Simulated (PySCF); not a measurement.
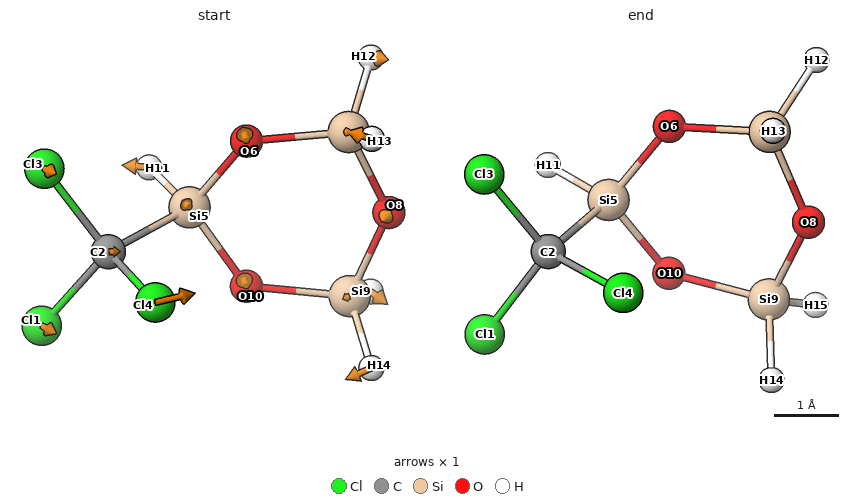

The structure of CH$_{5}$Cl$_{3}$O$_{3}$Si$_{3}$ before (left) and after (right) a relaxation, at one scale. The orange arrows give the displacements, at their true length.

Style: ball-and-stick. Shown at a tilt.

The start comes from GFN2-xTB. Its atoms were then displaced at random by about 0.01 Å.

Method: PySCF 2.14.0, density-fitted response routines, PBE0-D3(BJ)/def2-SVP geometry optimisation, gas phase. 

### Describe what moved and what it gained.

The largest move after the best rigid fit is that of a Cl atom, 0.71 Å. Largest moves by element: Cl 0.71 Å, H 0.47 Å, O 0.45 Å, Si 0.27 Å, C 0.20 Å. Some distances before and after: O–Si 1.608 → 1.662 Å, H–Si 1.436 → 1.483 Å, O–Si 1.629 → 1.673 Å, H–Si 1.463 → 1.484 Å. Bond angles that change, for instance: H–Si–H 121.9° → 112.0°, H–Si–H 120.5° → 112.0°, Cl–C–Si 113.1° → 108.3°. Groups turn about O–Si by about 40°, O–Si by about 40°, O–Si by about 20°. After 9 geometry steps the energy has fallen by 11.9 kcal/mol. The run took 4.2 min on 1 thread of Arm Neoverse V1, on a shared host.
